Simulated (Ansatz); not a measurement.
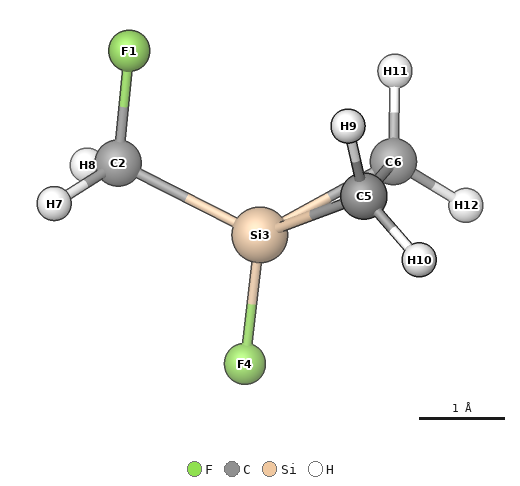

Figure 1. The structure (ball-and-stick view, seen at a tilt; atoms are numbered from 1 in the order of the input).

**Two runs on C$_{3}$H$_{6}$F$_{2}$Si**

System: C$_{3}$H$_{6}$F$_{2}$Si.
Method of run 1: RKS SPW92 (LDA)/def2-TZVPP (Ansatz 0.2.0).

The geometry comes from this level: PBE0-D4/def2-TZVP. Text and figures count atoms from 1; the logs count them from 0 in places.

The input, run 1:
```yaml
crystal:
  periodic: [false, false, false]
  atoms:
    - {symbol: F, position_ang: [0.621112, -1.756876, 1.378249]}
    - {symbol: C, position_ang: [0.743784, -1.735858, -0.004379]}
    - {symbol: Si, position_ang: [0.102781, -0.086374, -0.644920]}
    - {symbol: F, position_ang: [0.253332, -0.085298, -2.235393]}
    - {symbol: C, position_ang: [0.220451, 1.457591, 0.300962]}
    - {symbol: C, position_ang: [-1.232210, 0.839179, 0.163479]}
    - {symbol: H, position_ang: [1.797025, -1.885312, -0.263437]}
    - {symbol: H, position_ang: [0.174942, -2.575053, -0.417833]}
    - {symbol: H, position_ang: [0.635622, 1.460117, 1.304200]}
    - {symbol: H, position_ang: [0.362947, 2.406018, -0.208198]}
    - {symbol: H, position_ang: [-1.675733, 0.474729, 1.085076]}
    - {symbol: H, position_ang: [-1.926855, 1.432039, -0.423904]}
basis:
  gaussian: {orbitals: def2-TZVPP}
hamiltonian: {xc: lda}
output: {orbitals: {seedname: orbitals}}
```

Launched with:
```bash
ansatz run in.yaml --threads 4 --pin off --events-out ev --progress --plain --max-ram 10444MiB
```

Hardware: 4 threads of AMD EPYC, 23 GiB of memory available, shared host.

Output (run 1):
```
Functional definition: SPW92
  exchange = slater_x
  correlation = pw_c
1494 factors; their error is unknown
mean field evaluation 1: about -16410.4590 eV, gradient 9.0e1 eV
mean field evaluation 2: about -16367.3147 eV, gradient 1.5e2 eV
mean field evaluation 4: about -16428.0604 eV, gradient 1.9e1 eV
mean field evaluation 8: about -16428.7068 eV, gradient 3.5e-1 eV
mean field evaluation 16: about -16428.6665 eV, gradient 1.3e-3 eV
mean field -16428.66654624 eV, -603.7423598241 hartree, gradient 7.2e-5 eV, S^2 0.000000; 0 other end points of the search recorded, 0 dependent functions left out
reference -16428.66658562 eV, -603.7423612714 hartree; 28, 28 occupied and 253, 253 virtual orbitals, 1494 factors
Total energy: -16428.66658562 eV, -603.7423612714 hartree
```

For run 2 the input was changed thus:
```diff
-hamiltonian: {xc: lda}
+hamiltonian: {xc: {name: wB97X-V}}
```

What does this change do to the results?

The total energies belong to different methods, so their difference says nothing on which is more stable or more accurate. The HOMO goes from −6.07 to −9.54 eV. The LUMO goes from −0.94 to 2.47 eV.

Output (run 2):
```
Functional definition: wB97X-V
  parameter omega = 0.3/bohr
  parameter cx = 0.167
  parameter cx1 = 0.603
  parameter cx2 = 1.194
  parameter css0 = 0.556
  parameter css1 = -0.257
  parameter cos0 = 1.219
  parameter cos1 = -1.850
  parameter b = 6.0
  parameter c = 0.01
  exchange = spin_sum(e_x_unif_sr(omega)*poly(b97_u_x, 1 - cx, cx1, cx2)) + cx*exact_x_sr(omega) + exact_x_lr(omega)
  correlation = spin_sum(e_c_pw_same_spin*poly(b97_u_same, css0, css1))
      + integral(e_c_pw_opposite_spin*poly(b97_u_opposite, cos0, cos1)) + vv10(b, c)
1497 factors; their error is unknown
349 factors; integrals over basis functions are off by at most 8.6e-6 eV
mean field evaluation 1: about -16515.1844 eV, gradient 5.3e1 eV
mean field evaluation 2: about -16517.0676 eV, gradient 4.7e1 eV
mean field evaluation 4: about -16520.7923 eV, gradient 2.4e0 eV
mean field evaluation 8: about -16520.8136 eV, gradient 4.5e-2 eV
mean field evaluation 16: about -16520.8148 eV, gradient 7.9e-5 eV
mean field -16520.81484795 eV, -607.1287474517 hartree, gradient 7.9e-5 eV, S^2 0.000000; 0 other end points of the search recorded, 0 dependent functions left out
reference -16520.81484589 eV, -607.1287473759 hartree; 28, 28 occupied and 253, 253 virtual orbitals, 1497 factors
Total energy: -16520.81484589 eV, -607.1287473759 hartree
```

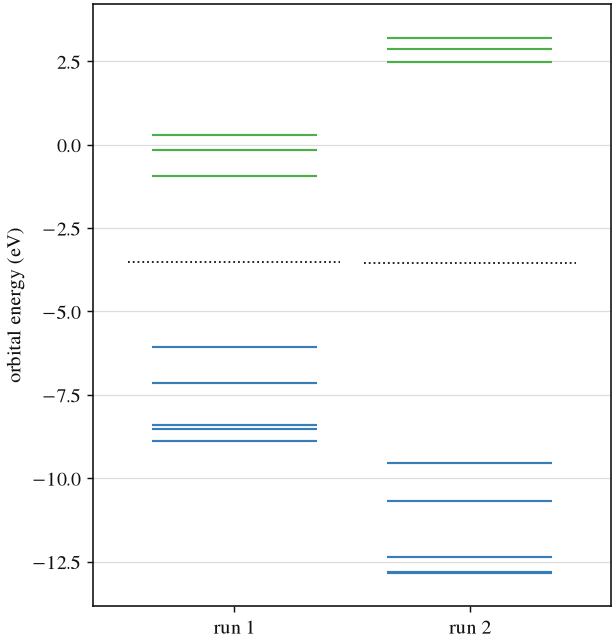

Figure 2. The five highest filled and three lowest empty orbital energies of the two runs; the dotted lines part filled from empty levels. The HOMO–LUMO gap is 5.13 eV in run 1 and 12.01 eV in run 2.

The two runs side by side:

| quantity | run 1 | run 2 |
| --- | --- | --- |
| outcome | converged | converged |
| total energy (hartree) | −603.742361 | −607.128747 |
| HOMO (eV) | −6.07 | −9.54 |
| LUMO (eV) | −0.94 | 2.47 |
| basis functions | 281 | 281 |
| wall time (shared host) | 1.6 s | 10 s |
